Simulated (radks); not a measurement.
# Te²⁻ held by a Watson sphere

Aim: the size and levels of Te²⁻ inside a shell of charge +2 and radius R, which stands for the Madelung well of a crystal, for several R.

Program: radks (a radial shooting solver on a logarithmic mesh, Libxc functionals) version 1. Level of theory: scalar-relativistic Kohn-Sham, LB94 model potential, spin-polarised, spherical densities, point nucleus. These are calculated values, not measurements, unless marked.

**1. What is computed**

- element: tellurium (Z = 52)
- charge: -2
- electrons: 54
- configuration: [Xe]

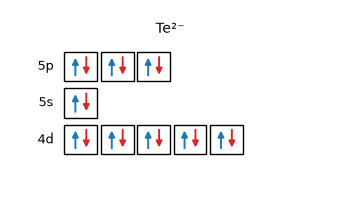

Occupation of the outer shells (arrows by Hund's rule).

In the logs a row gives level, spin channel, occupation and eigenvalue; Etot, Ekin, Encl (electron-nucleus), Eh (Hartree) and Exc are energies, all in hartree; err is the last residual, it the number of iterations.

LB94 adds a gradient term to the LDA potential that gives it a −1/r tail. It is a model potential with no energy functional, so Etot and Exc are not given.

**2. R = 4.02 bohr**

The run's settings:

```text
Z 52
configuration [Xe]
relativity scalar-relativistic
functional lda,pw
model_potential LB94
spin polarised
nucleus point
c 137.035999084
watson charge 2 radius 4.02 bohr
response adiabatic LDA kernel
```

Command:

```console
> python run_ks.py task.json out
```

The same process makes all the runs of this session.

What it wrote:

```text
1s      1   1.0000       -1167.83213173
2s      1   1.0000        -179.64761079
2p      1   3.0000        -161.46003398
3s      1   1.0000         -36.05628234
3p      1   3.0000         -30.12256420
3d      1   5.0000         -21.12082305
4s      1   1.0000          -6.14855000
4p      1   3.0000          -4.32028177
4d      1   5.0000          -1.65876026
5s      1   1.0000          -0.63584839
5p      1   3.0000          -0.31055598
1s      2   1.0000       -1167.83213173
2s      2   1.0000        -179.64761079
2p      2   3.0000        -161.46003398
3s      2   1.0000         -36.05628234
3p      2   3.0000         -30.12256420
3d      2   5.0000         -21.12082305
4s      2   1.0000          -6.14855000
4p      2   3.0000          -4.32028177
4d      2   5.0000          -1.65876026
5s      2   1.0000          -0.63584839
5p      2   3.0000          -0.31055598
Etot None
Ekin 7143.108346981084
Encl -16528.051853802135
Eh 2740.133068160294
Exc None
err 6.8892925739036034e-09
it 15
```

The top filled level is 5p, -8.451 eV.

Sizes of the orbitals, from the radial functions (bohr):

```
level  occupation  energy (eV)     <r>  outermost maximum (interpolated)  90 % within  nodes
   3s           2      -981.14  0.3218                             0.293        0.472      2
   3p           6      -819.68  0.3197                             0.286        0.479      1
   3d          10      -574.73  0.2958                             0.238        0.464      0
   4s           2      -167.31  0.7651                             0.700         1.11      3
   4p           6      -117.56  0.8221                             0.738         1.21      2
   4d          10      -45.137  0.9687                             0.814         1.48      1
   5s           2      -17.302   2.104                              1.76         3.15      4
   5p           6       -8.451   2.922                              2.23         4.56      3
```

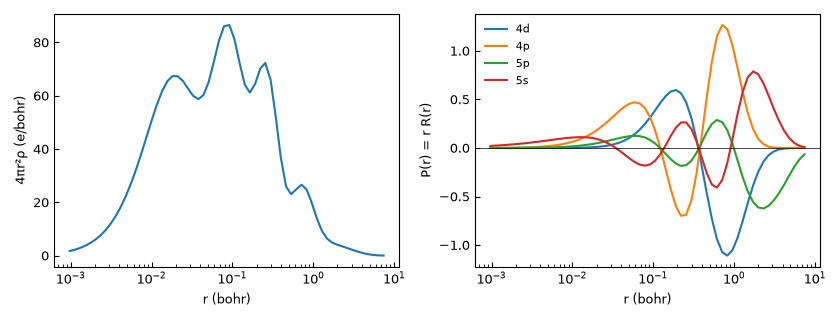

Left: shells in the radial density. Right: radial functions of the outer levels.

**3. R = 4.29 bohr**

Input: that of step 2 with these lines changed.

```diff
@@ -8,3 +8,3 @@
 c 137.035999084
-watson charge 2 radius 4.02 bohr
+watson charge 2 radius 4.29 bohr
 response adiabatic LDA kernel
```

What it wrote:

```text
1s      1   1.0000       -1167.81907016
2s      1   1.0000        -179.63423422
2p      1   3.0000        -161.44669035
3s      1   1.0000         -36.04272464
3p      1   3.0000         -30.10901201
3d      1   5.0000         -21.10728286
4s      1   1.0000          -6.13457088
4p      1   3.0000          -4.30626690
4d      1   5.0000          -1.64463760
5s      1   1.0000          -0.61923531
5p      1   3.0000          -0.29391748
1s      2   1.0000       -1167.81907016
2s      2   1.0000        -179.63423422
2p      2   3.0000        -161.44669035
3s      2   1.0000         -36.04272464
3p      2   3.0000         -30.10901201
3d      2   5.0000         -21.10728286
4s      2   1.0000          -6.13457088
4p      2   3.0000          -4.30626690
4d      2   5.0000          -1.64463760
5s      2   1.0000          -0.61923531
5p      2   3.0000          -0.29391748
Etot None
Ekin 7143.0349976045745
Encl -16525.438312626364
Eh 2739.2292544049933
Exc None
err 3.964108995894378e-09
it 16
```

5p is the highest filled level (-7.998 eV).

**4. R = 4.7 bohr**

Input: that of step 3 with these lines changed.

```diff
@@ -8,3 +8,3 @@
 c 137.035999084
-watson charge 2 radius 4.29 bohr
+watson charge 2 radius 4.7 bohr
 response adiabatic LDA kernel
```

What it wrote:

```text
1s      1   1.0000       -1167.79978224
2s      1   1.0000        -179.61463085
2p      1   3.0000        -161.42711997
3s      1   1.0000         -36.02293728
3p      1   3.0000         -30.08923023
3d      1   5.0000         -21.08751348
4s      1   1.0000          -6.11436129
4p      1   3.0000          -4.28602125
4d      1   5.0000          -1.62428990
5s      1   1.0000          -0.59623994
5p      1   3.0000          -0.27046474
1s      2   1.0000       -1167.79978224
2s      2   1.0000        -179.61463085
2p      2   3.0000        -161.42711997
3s      2   1.0000         -36.02293728
3p      2   3.0000         -30.08923023
3d      2   5.0000         -21.08751348
4s      2   1.0000          -6.11436129
4p      2   3.0000          -4.28602125
4d      2   5.0000          -1.62428990
5s      2   1.0000          -0.59623994
5p      2   3.0000          -0.27046474
Etot None
Ekin 7142.960082709459
Encl -16522.15856312524
Eh 2738.1605821239355
Exc None
err 7.876290926402238e-09
it 16
```

Highest occupied level: 5p at -7.360 eV.

**5. R = 4.97 bohr**

Input: that of step 4 with these lines changed.

```diff
@@ -8,3 +8,3 @@
 c 137.035999084
-watson charge 2 radius 4.7 bohr
+watson charge 2 radius 4.97 bohr
 response adiabatic LDA kernel
```

What it wrote:

```text
1s      1   1.0000       -1167.78758813
2s      1   1.0000        -179.60229939
2p      1   3.0000        -161.41480288
3s      1   1.0000         -36.01052455
3p      1   3.0000         -30.07681997
3d      1   5.0000         -21.07510878
4s      1   1.0000          -6.10176438
4p      1   3.0000          -4.27340847
4d      1   5.0000          -1.61163511
5s      1   1.0000          -0.58238159
5p      1   3.0000          -0.25618185
1s      2   1.0000       -1167.78758813
2s      2   1.0000        -179.60229939
2p      2   3.0000        -161.41480288
3s      2   1.0000         -36.01052455
3p      2   3.0000         -30.07681997
3d      2   5.0000         -21.07510878
4s      2   1.0000          -6.10176438
4p      2   3.0000          -4.27340847
4d      2   5.0000          -1.61163511
5s      2   1.0000          -0.58238159
5p      2   3.0000          -0.25618185
Etot None
Ekin 7142.926689895754
Encl -16520.355274909365
Eh 2737.6100748082163
Exc None
err 7.952736365682887e-09
it 16
```

Highest occupied level: 5p at -6.971 eV.

**6. R = 5.35 bohr**

Input: that of step 5 with these lines changed.

```diff
@@ -8,3 +8,3 @@
 c 137.035999084
-watson charge 2 radius 4.97 bohr
+watson charge 2 radius 5.35 bohr
 response adiabatic LDA kernel
```

What it wrote:

```text
1s      1   1.0000       -1167.77124782
2s      1   1.0000        -179.58582553
2p      1   3.0000        -161.39834300
3s      1   1.0000         -35.99397074
3p      1   3.0000         -30.06026858
3d      1   5.0000         -21.05856293
4s      1   1.0000          -6.08503095
4p      1   3.0000          -4.25665948
4d      1   5.0000          -1.59484714
5s      1   1.0000          -0.56439310
5p      1   3.0000          -0.23755925
1s      2   1.0000       -1167.77124782
2s      2   1.0000        -179.58582553
2p      2   3.0000        -161.39834300
3s      2   1.0000         -35.99397074
3p      2   3.0000         -30.06026858
3d      2   5.0000         -21.05856293
4s      2   1.0000          -6.08503095
4p      2   3.0000          -4.25665948
4d      2   5.0000          -1.59484714
5s      2   1.0000          -0.56439310
5p      2   3.0000          -0.23755925
Etot None
Ekin 7142.8934470857575
Encl -16518.188599757377
Eh 2736.989066897856
Exc None
err 2.6603643412488438e-09
it 16
```

The top filled level is 5p, -6.464 eV.

**7. R = 5.36 bohr**

Input: that of step 6 with these lines changed.

```diff
@@ -8,3 +8,3 @@
 c 137.035999084
-watson charge 2 radius 5.35 bohr
+watson charge 2 radius 5.36 bohr
 response adiabatic LDA kernel
```

What it wrote:

```text
1s      1   1.0000       -1167.77083010
2s      1   1.0000        -179.58540503
2p      1   3.0000        -161.39792279
3s      1   1.0000         -35.99354856
3p      1   3.0000         -30.05984645
3d      1   5.0000         -21.05814092
4s      1   1.0000          -6.08460502
4p      1   3.0000          -4.25623322
4d      1   5.0000          -1.59442009
5s      1   1.0000          -0.56394071
5p      1   3.0000          -0.23709037
1s      2   1.0000       -1167.77083010
2s      2   1.0000        -179.58540503
2p      2   3.0000        -161.39792279
3s      2   1.0000         -35.99354856
3p      2   3.0000         -30.05984645
3d      2   5.0000         -21.05814092
4s      2   1.0000          -6.08460502
4p      2   3.0000          -4.25623322
4d      2   5.0000          -1.59442009
5s      2   1.0000          -0.56394071
5p      2   3.0000          -0.23709037
Etot None
Ekin 7142.892742566994
Encl -16518.136679854433
Eh 2736.9748229823463
Exc None
err 2.744540722888883e-09
it 16
```

Highest occupied level: 5p at -6.452 eV.

**8. Summary of results**

```
R (bohr)  highest level (eV)  its <r> (bohr)  sum of <r²> (bohr²)  α (bohr³)
    4.02              -8.451           2.922                89.54      81.25
    4.29              -7.998           2.962                91.52      90.27
     4.7              -7.360           3.015                94.29      104.9
    4.97              -6.971           3.045                95.95      115.2
    5.35              -6.464           3.082                98.11      130.5
    5.36              -6.452           3.082                98.16      130.9
```

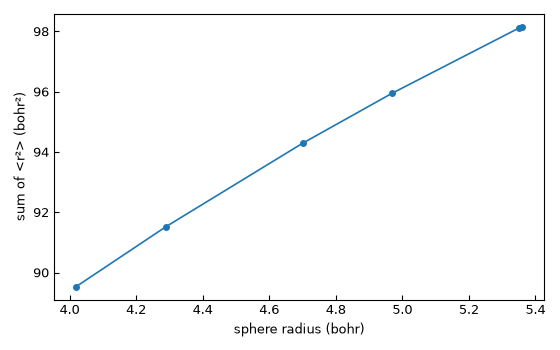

Size of the ion against the radius of the sphere.

**Reading.** From R = 4.02 to 5.36 bohr the top level moves from -8.451 to -6.452 eV and its mean radius from 2.92 to 3.08 bohr. A wider sphere makes a shallower well, so the ion swells. The polarisability goes from 81.2 to 131 bohr³. Response by self-consistent Sternheimer equations with the Hartree and adiabatic LDA kernel, the relativistic mass of each level held fixed and spin-orbit coupling left out. The sphere does not respond.
